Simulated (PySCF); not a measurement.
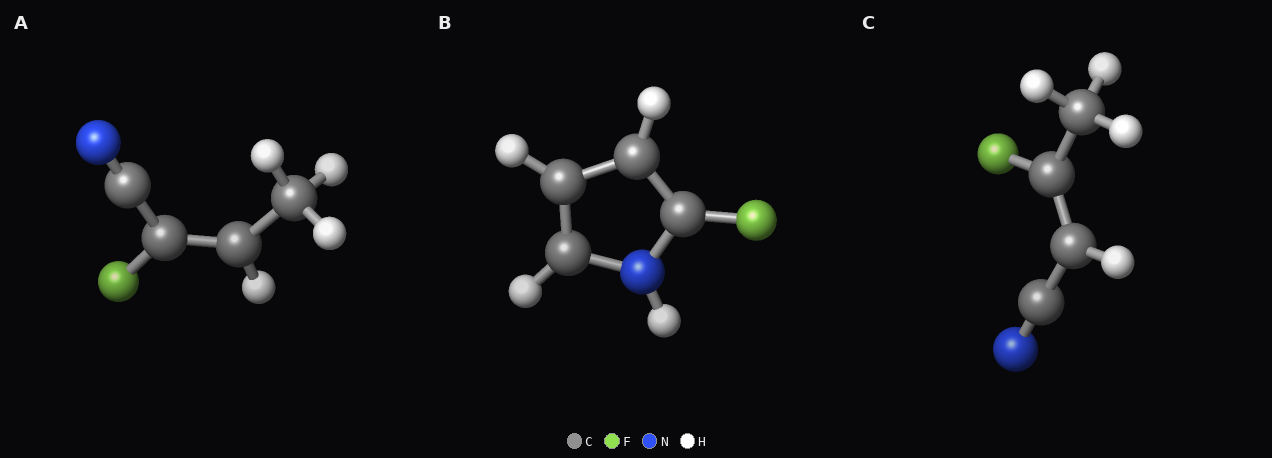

3 stationary structures of one formula. Geometries: PBE0-D3(BJ)/def2-SVP. Electronic energies: PBE0-D3(BJ)/def2-SVP (PySCF 2.14.0), without zero-point energy. No frequency run is at hand to confirm each as a minimum.

**Are they conformers, stereoisomers or constitutional isomers?**

They are constitutional isomers of C4H4FN: A `C/C=C(/F)C#N`, B `Fc1ccc[nH]1`, C `C/C(F)=C/C#N`.

**Which is lowest in energy, and by how much?**

B is lowest; C lies 17.1 kcal/mol above it, A lies 24.6 kcal/mol above it.
